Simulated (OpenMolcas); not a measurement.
# A ladder of methods for AlBH2OF2 (SMILES O[B](F)[AlH][F])

AlBH2OF2 has 7 atoms, charge 0, and is taken as a singlet. SMILES: `O[B](F)[AlH][F]`. The coordinates come from a PBE0-D4/def2-TZVP relaxation. This is one conformer, not always the lowest.

| atom | x (Å) | y (Å) | z (Å) |
| --- | --- | --- | --- |
| O | 0.4623 | -0.1665 | 1.7690 |
| B | 0.5118 | -0.6756 | 0.5191 |
| F | 1.1708 | -1.8248 | 0.3945 |
| Al | -0.4115 | 0.3016 | -1.1621 |
| F | -1.1527 | 1.7131 | -0.6978 |
| H | -0.0199 | 0.6623 | 1.8250 |
| H | -0.4996 | -0.0782 | -2.6933 |

Each level gives the HOMO–LUMO gap (eV). The values are calculated.

| level | kind | program | value (eV) |
| --- | --- | --- | --- |
| SVWN5/6-31G* (spherical functions) | LDA | OpenMolcas | 3.61 |
| BLYP/6-31G* (spherical functions) | GGA | OpenMolcas | 3.73 |
| revPBE/6-31G* (spherical functions) | GGA | OpenMolcas | 3.76 |
| M06-L/6-31G* (spherical functions) | meta-GGA | OpenMolcas | 4.39 |
| TPSS/6-31G* (spherical functions) | meta-GGA | OpenMolcas | 4.04 |
| r2SCAN/6-31G* (spherical functions) | meta-GGA | OpenMolcas | 4.24 |
| BHLYP/6-31G* (spherical functions) | global hybrid | OpenMolcas | 7.86 |
| PBE0/6-31G* (spherical functions) | global hybrid | OpenMolcas | 5.83 |

The values span 3.61 to 7.86 eV. Orbital gaps aren't excitation energies; they tend to grow with the share of exact exchange.

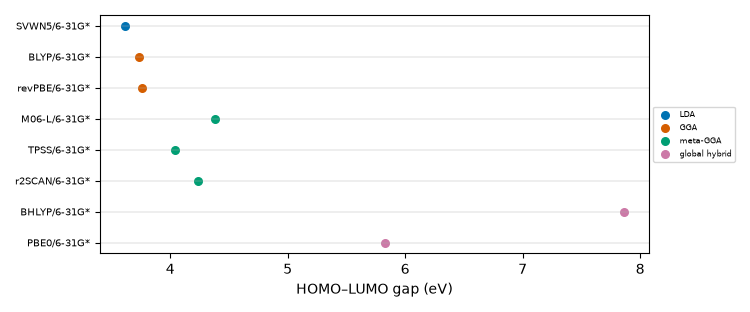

The values of the table, level by level.
